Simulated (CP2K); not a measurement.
**InF3 (SMILES [F][In]([F])[F]) at PM6**

Aim: the vertical ionisation energy of InF3 at PM6, from 2 runs. 

Program for the calculation: CP2K 2026.2.

5 further runs of the same task are left out: 3 that didn't finish, 2 set aside as unsound or not needed.

## 1. The molecule

InF3 has 4 atoms, charge 0, and is taken as a singlet. As SMILES, `[F][In]([F])[F]`. Geometry: relaxed at PBE0-D4/def2-TZVP.

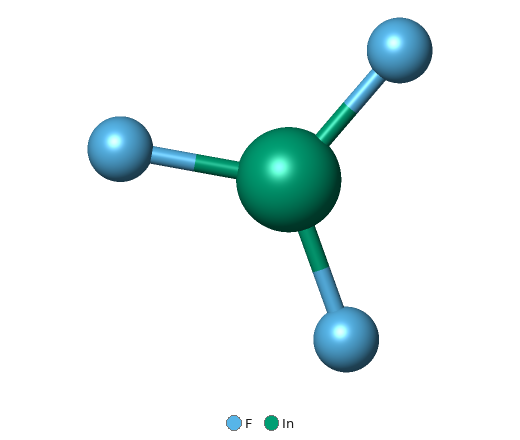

The structure, seen from a chosen angle (fluorine blue, indium teal).

## 2. Energy and forces at PM6

Input file job.inp:

```
&FORCE_EVAL
  METHOD QUICKSTEP
  &DFT
    CHARGE 0
    MULTIPLICITY 1
    &QS
      METHOD PM6
      EPS_DEFAULT 1.0E-10
      &SE
        &COULOMB
          CUTOFF [angstrom] 50
          RC_RANGE [angstrom] 0
        &END COULOMB
        &EXCHANGE
          CUTOFF [angstrom] 50
          RC_RANGE [angstrom] 0
        &END EXCHANGE
      &END SE
    &END QS
    &POISSON
      PERIODIC NONE
      POISSON_SOLVER ANALYTIC
    &END POISSON
    &SCF
      SCF_GUESS ATOMIC
      EPS_SCF 1.0E-06
      MAX_SCF 40
      &OT ON
        MINIMIZER DIIS
        PRECONDITIONER FULL_ALL
      &END OT
      &OUTER_SCF
        EPS_SCF 1.0E-06
        MAX_SCF 8
      &END OUTER_SCF
    &END SCF
    &PRINT
      &MOMENTS
        PERIODIC F
        REFERENCE COM
        MAX_MOMENT 1
      &END MOMENTS
      &MO_CUBES
        NLUMO 1
        NHOMO -1
        WRITE_CUBE F
      &END MO_CUBES
      &HIRSHFELD OFF
      &END HIRSHFELD
    &END PRINT
  &END DFT
  &SUBSYS
    &CELL
      ABC [angstrom] 15.1 13.9 14.8
      PERIODIC NONE
    &END CELL
    &COORD
      F      6.013100     6.409350     8.819250
      In     7.332700     6.769750     7.474350
      F      9.086900     6.007750     7.623150
      F      6.897800     7.892250     5.980750
    &END COORD
  &END SUBSYS
  &PRINT
    &FORCES ON
    &END FORCES
  &END PRINT
&END FORCE_EVAL
&GLOBAL
  PROJECT_NAME job
  RUN_TYPE ENERGY_FORCE
  PRINT_LEVEL MEDIUM
&END GLOBAL
```

Run with:

```console
$ OMP_NUM_THREADS=1 cp2k.psmp job.inp > job.out
```

The program printed:

```text
CP2K| version string:                                       CP2K version 2026.2
[...]
 GLOBAL| Method name                                                        CP2K
[...]
 GLOBAL| Run type                                                   ENERGY_FORCE
[...]
                             - Atoms:                                          4
[...]
                             - Spherical basis functions:                     16
[...]
 Number of electrons:                                                         24
[...]
     1 OT DIIS     0.15E+00    0.0     0.41042437       -51.5463821449 -5.15E+01
[...]
     5 OT DIIS     0.15E+00    0.0     0.00000052       -54.0081776404 -3.14E-10
  *** SCF run converged in     5 steps ***
  Core-core repulsion energy [eV]:                           1001.97145816661339
  Core Hamiltonian energy [eV]:                             -2491.56160149795687
  Two-electron integral energy [eV]:                           39.90578032806422
  Electronic energy [eV]:                                   -2471.60871133392493
  Total energy [eV]:                                        -1469.63725316731166
  Atomic reference energy [eV]:                              1462.05176843915615
  Heat of formation [kcal/mol]:                              -174.92544726108079
[...]
 SE_DIPOLE| Moment [Debye]         -0.00076365       0.00023252       0.00025400
 SE_DIPOLE| Derivative [a.u.]       0.00000000       0.00000000       0.00000000
 *** WARNING in qs_scf_post_se.F:140 :: Printing of MO cube files not ***
 *** implemented for Semi-Empirical method.                           ***
 ENERGY| Total FORCE_EVAL ( QS ) energy [hartree]            -54.008177640462407
 FORCES| Atomic forces [hartree/bohr]
 FORCES|   Atom     x               y               z               |f|
 FORCES|      1 -2.03939240E-02 -5.57238094E-03  2.07883520E-02   2.96499434E-02
 FORCES|      2  1.45540741E-08 -7.25374219E-07  1.45860822E-06   1.62908487E-06
 FORCES|      3  2.71115241E-02 -1.17761880E-02  2.29811277E-03   2.96478442E-02
 FORCES|      4 -6.71761462E-03  1.73492943E-02 -2.30879234E-02   2.96509117E-02
 FORCES| Sum    -5.55111512E-16  1.38777878E-16 -3.26128013E-16
 FORCES| Total atomic force                                       6.58610334E-16
[...]
```

It took 0.46 s on 1 thread of Arm Neoverse V2, shared host.

## 3. The doublet cation at the same level

Input file job.inp:

```
&GLOBAL
 PROJECT_NAME job
 RUN_TYPE ENERGY_FORCE
 PRINT_LEVEL MEDIUM
&END GLOBAL

&FORCE_EVAL
 METHOD Quickstep
 &DFT
  CHARGE 1
  MULTIPLICITY 2
  UKS T
  &QS
   METHOD PM6
   EPS_DEFAULT 1.0E-10
   &SE
    &COULOMB
     CUTOFF [angstrom] 50
     RC_RANGE [angstrom] 0
    &END COULOMB
    &EXCHANGE
     CUTOFF [angstrom] 50
     RC_RANGE [angstrom] 0
    &END EXCHANGE
   &END SE
  &END QS
  ! isolated system
  &POISSON
   PERIODIC NONE
   POISSON_SOLVER ANALYTIC
  &END POISSON
  ! SCF settings
  &SCF
   SCF_GUESS ATOMIC
   EPS_SCF 1.0E-06
   MAX_SCF 150
   ADDED_MOS 8
   &DIAGONALIZATION
    ALGORITHM STANDARD
   &END DIAGONALIZATION
   &MIXING
    METHOD DIRECT_P_MIXING
    ALPHA 0.4
   &END MIXING
  &END SCF
  ! extra output
  &PRINT
   &MOMENTS
    PERIODIC F
    REFERENCE COM
    MAX_MOMENT 1
   &END MOMENTS
   &MO ON
    ENERGIES T
    OCCUPATION_NUMBERS T
    NDIGITS 6
    &EACH
     QS_SCF 0
    &END EACH
    ADD_LAST NUMERIC
   &END MO
   &HIRSHFELD OFF
   &END HIRSHFELD
  &END PRINT
 &END DFT
 &SUBSYS
  &CELL
   ABC [angstrom] 15.1 13.9 14.8
   PERIODIC NONE
  &END CELL
  &COORD
   F      6.013100     6.409350     8.819250
   In     7.332700     6.769750     7.474350
   F      9.086900     6.007750     7.623150
   F      6.897800     7.892250     5.980750
  &END COORD
 &END SUBSYS
 &PRINT
  &FORCES ON
  &END FORCES
 &END PRINT
&END FORCE_EVAL
```

Run with:

```console
$ OMP_NUM_THREADS=1 cp2k.psmp -i job.inp -o job.out
```

The program printed:

```text
CP2K| version string:                                       CP2K version 2026.2
[...]
 GLOBAL| Method name                                                        CP2K
[...]
 GLOBAL| Run type                                                   ENERGY_FORCE
[...]
 *** WARNING in qs_environment.F:2191 :: More ADDED_MOs requested for beta ***
 *** spin than available.                                                  ***
 *** WARNING in qs_environment.F:2210 :: More added MOs requested than     ***
 *** available. The full set of unoccupied MOs will be used. Use           ***
 *** 'ADDED_MOS -1' to always use all available MOs and to get rid of this ***
[...]
                             - Atoms:                                          4
[...]
                             - Spherical basis functions:                     16
[...]
 Number of electrons:                                                         12
[...]
     1 P_Mix/Diag. 0.40E+00    0.0     0.31188616       -50.7635345247 -5.08E+01
[...]
    26 DIIS/Diag.  0.29E-06    0.0     0.00000053       -53.4838554855 -1.16E-11
  *** SCF run converged in    26 steps ***
  Core-core repulsion energy [eV]:                           1001.97145816661339
  Core Hamiltonian energy [eV]:                             -2392.32207409102966
  Two-electron integral energy [eV]:                         -130.03821163802871
  Electronic energy [eV]:                                   -2457.34117991004405
  Total energy [eV]:                                        -1455.36972174343077
  Atomic reference energy [eV]:                              1462.05176843915615
  Heat of formation [kcal/mol]:                               154.09166965041052
[...]
 SE_DIPOLE| Moment [Debye]         -4.04297949       1.75613481      -0.34267162
 SE_DIPOLE| Derivative [a.u.]       0.00000000       0.00000000       0.00000000
 ENERGY| Total FORCE_EVAL ( QS ) energy [hartree]            -53.483855485461639
 FORCES| Atomic forces [hartree/bohr]
 FORCES|   Atom     x               y               z               |f|
 FORCES|      1 -1.43880044E-02 -1.20885125E-02  2.73946854E-02   3.32207103E-02
 FORCES|      2 -8.62866688E-02  3.74809522E-02 -7.31829028E-03   9.43597815E-02
 FORCES|      3  9.76846720E-02 -4.24324527E-02  8.28537018E-03   1.06824415E-01
 FORCES|      4  2.99000130E-03  1.70400129E-02 -2.83617653E-02   3.32218584E-02
 FORCES| Sum    -2.77555756E-16  1.11022302E-16 -6.17561557E-16
 FORCES| Total atomic force                                       6.86108903E-16
[...]
```

Wall time 0.26 s (1 thread of Arm Neoverse V2, shared host).

## 4. Summary of results

At PM6:

```
                                                 quantity            value
                               singlet InF3: total energy     -54.00818 Eh
                              singlet InF3: dipole moment           0.00 D
  singlet InF3: heat of formation at this unrelaxed shape  -174.9 kcal/mol
                   singlet InF3: largest force on an atom       1.525 eV/Å
                             doublet cation: total energy     -53.48386 Eh
       doublet cation: HOMO energy (highest over α and β)        -20.01 eV
        doublet cation: LUMO energy (lowest over α and β)        -12.85 eV
doublet cation: heat of formation at this unrelaxed shape   154.1 kcal/mol
                 doublet cation: largest force on an atom       5.493 eV/Å
       vertical ionisation energy (to the doublet cation)        14.268 eV
```

What this shows: Removing an electron at fixed nuclei costs 14.27 eV (1377 kJ/mol). The largest force (singlet InF3) is 1.52 eV/Å: the shape isn't a stationary point for this species at this level.
